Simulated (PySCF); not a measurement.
Consider BS (doublet).

```yaml
atoms:
  - { symbol: B, position_ang: [0.0000, 0.0000, -1.2021] }
  - { symbol: S, position_ang: [0.0000, 0.0000, 0.4139] }
```

Computed with PBE0/def2-SVP, non-relativistic Hamiltonian with scalar-relativistic core potentials where named, at a bond length of 1.616 Å in PySCF.

**Predict the electron density, electron localisation function and spin density between the atoms.**

B–S (1.62 Å): ρ is about 1.5 e/Å³ halfway; the ELF peaks at about 0.85 between the atoms; a covalent bond.
The unpaired spin (1 electron) lies mostly on B1 (about 1.0), in electrons by Hirshfeld's partition.

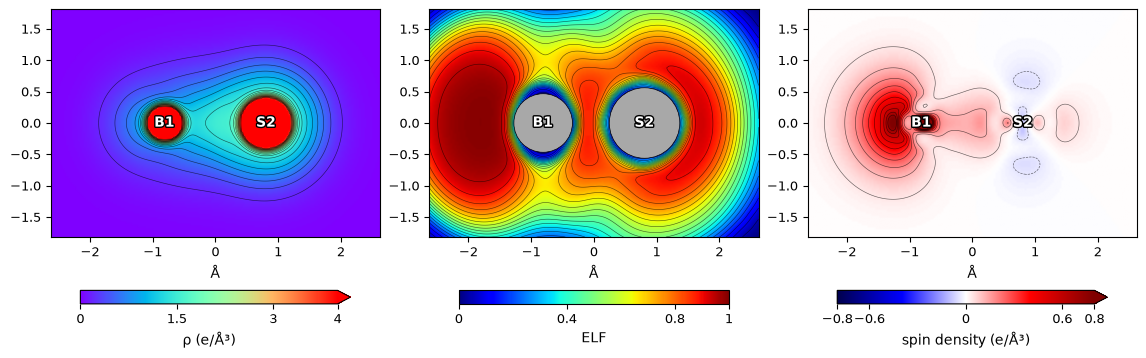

Computed electron density, electron localisation function and spin density on a plane that holds the molecular axis, in this order. Grey discs cover the atomic cores in the ELF map. 
